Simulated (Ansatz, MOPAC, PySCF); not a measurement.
Breaking a bond: SMILES FCF, singlet. The C1–F5 bond (C1 also carries F, H, H; F5 carries nothing else) is stretched with both fragments frozen at the PBE0/def2-TZVP optimised geometry.

```
5

C      0.0000     0.0000     0.0000
F      1.1281    -0.6058    -0.4318
H      0.0000     1.0352    -0.3516
H     -0.8631    -0.5716    -0.3518
F      0.0000     0.0000     1.3513
```

- UKS-PBE = unrestricted PBE/cc-pVTZ run with Ansatz (a program for electronic structure)
- PM7, restricted, heats of formation (MOPAC)
- UKS-B3LYP/6-31G* = unrestricted B3LYP/6-31G*, spherical d in PySCF 2.14.0
- RKS-B3LYP = restricted B3LYP/cc-pVTZ in Ansatz

Energies are in kcal/mol, each relative to the lowest point of its own curve near equilibrium.

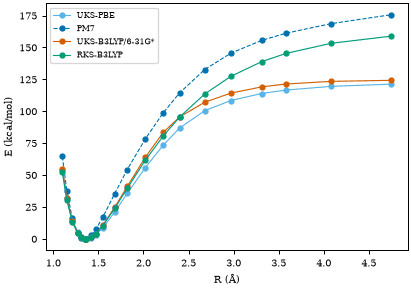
Energy against bond length for each method.

```json
[
 {"R / Å": "1.10", "UKS-PBE": "54.3", "PM7": "64.6", "UKS-B3LYP/6-31G*": "55.1", "RKS-B3LYP": "52.1"},
 {"R / Å": "1.15", "UKS-PBE": "32.0", "PM7": "37.4", "UKS-B3LYP/6-31G*": "32.0", "RKS-B3LYP": "30.2"},
 {"R / Å": "1.21", "UKS-PBE": "14.7", "PM7": "16.1", "UKS-B3LYP/6-31G*": "14.3", "RKS-B3LYP": "13.4"},
 {"R / Å": "1.27", "UKS-PBE": "5.1", "PM7": "4.6", "UKS-B3LYP/6-31G*": "4.6", "RKS-B3LYP": "4.3"},
 {"R / Å": "1.31", "UKS-PBE": "1.7", "PM7": "1.0", "UKS-B3LYP/6-31G*": "1.4", "RKS-B3LYP": "1.2"},
 {"R / Å": "1.35", "UKS-PBE": "0.1", "PM7": "0.0", "UKS-B3LYP/6-31G*": "0.1", "RKS-B3LYP": "0.1"},
 {"R / Å": "1.36", "UKS-PBE": "0.0", "PM7": "0.1", "UKS-B3LYP/6-31G*": "0.0", "RKS-B3LYP": "0.0"},
 {"R / Å": "1.42", "UKS-PBE": "0.7", "PM7": "2.9", "UKS-B3LYP/6-31G*": "1.3", "RKS-B3LYP": "1.3"},
 {"R / Å": "1.47", "UKS-PBE": "3.0", "PM7": "7.4", "UKS-B3LYP/6-31G*": "4.1", "RKS-B3LYP": "4.0"},
 {"R / Å": "1.55", "UKS-PBE": "8.7", "PM7": "17.1", "UKS-B3LYP/6-31G*": "10.8", "RKS-B3LYP": "10.4"},
 {"R / Å": "1.68", "UKS-PBE": "21.0", "PM7": "35.3", "UKS-B3LYP/6-31G*": "24.7", "RKS-B3LYP": "23.8"},
 {"R / Å": "1.82", "UKS-PBE": "35.6", "PM7": "54.4", "UKS-B3LYP/6-31G*": "41.1", "RKS-B3LYP": "39.7"},
 {"R / Å": "2.02", "UKS-PBE": "55.8", "PM7": "78.3", "UKS-B3LYP/6-31G*": "63.9", "RKS-B3LYP": "61.5"},
 {"R / Å": "2.22", "UKS-PBE": "73.5", "PM7": "98.8", "UKS-B3LYP/6-31G*": "83.5", "RKS-B3LYP": "80.7"},
 {"R / Å": "2.40", "UKS-PBE": "86.8", "PM7": "114.4", "UKS-B3LYP/6-31G*": "95.5", "RKS-B3LYP": "95.4"},
 {"R / Å": "2.68", "UKS-PBE": "100.5", "PM7": "132.7", "UKS-B3LYP/6-31G*": "107.1", "RKS-B3LYP": "113.6"},
 {"R / Å": "2.97", "UKS-PBE": "108.4", "PM7": "145.6", "UKS-B3LYP/6-31G*": "114.2", "RKS-B3LYP": "127.4"},
 {"R / Å": "3.31", "UKS-PBE": "113.9", "PM7": "155.5", "UKS-B3LYP/6-31G*": "119.1", "RKS-B3LYP": "138.8"},
 {"R / Å": "3.58", "UKS-PBE": "116.6", "PM7": "161.2", "UKS-B3LYP/6-31G*": "121.4", "RKS-B3LYP": "145.3"},
 {"R / Å": "4.08", "UKS-PBE": "119.5", "PM7": "168.7", "UKS-B3LYP/6-31G*": "123.5", "RKS-B3LYP": "153.3"},
 {"R / Å": "4.75", "UKS-PBE": "121.3", "PM7": "175.7", "UKS-B3LYP/6-31G*": "124.3", "RKS-B3LYP": "158.9"}
]
```

At the longest distance, 4.75 Å, PM7 lies highest above its minimum (175.7 kcal/mol) and UKS-PBE lowest (121.3 kcal/mol).

The unrestricted determinant behind UKS-PBE is spin-contaminated at 2.40 to 4.75 Å (<S²> up to 0.8, against 0.00 for a pure singlet). The restricted form behind PM7, RKS-B3LYP keeps the bonding electrons paired and can't separate into open-shell fragments. The unrestricted determinant behind UKS-B3LYP/6-31G* is spin-contaminated at 2.22 to 4.75 Å (<S²> up to 1.0, against 0.00 for a pure singlet).
